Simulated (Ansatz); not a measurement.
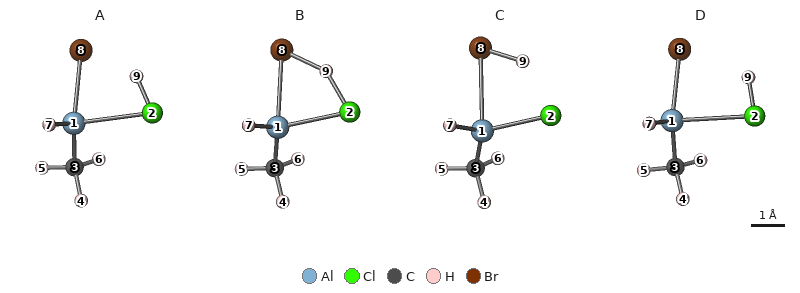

4 geometries from a converged minimum-energy path of CH5AlBrCl, shuffled. A ball-and-stick model, seen from a free direction.

All numbers below come from RKS PBE0-D4/def2-SVP in Ansatz 0.2.0. Set-up: 7 movable images; climbing image; force threshold 0.03 eV/Å; iteration limit 60; starting path through a guess of the saddle point.

> One of them is the converged climbing image. Which?

B. In order along the path, whose images run from 0 to 8: C (image 2, +0.024 eV), B (image 4, +0.102 eV), A (image 6, 0.002 eV), D (image 8, −0.033 eV). A hydrogen atom shifts from one atom to another. Breaking: Br8–H9 (1.44 → 1.66 at the top → 2.49 Å). Forming: Cl2–H9 (2.49 → 1.63 at the top → 1.31 Å).

Cost: 3.4 min on 2 threads of Arm Neoverse V1, with other jobs on the host, peak memory 0.27 GiB.
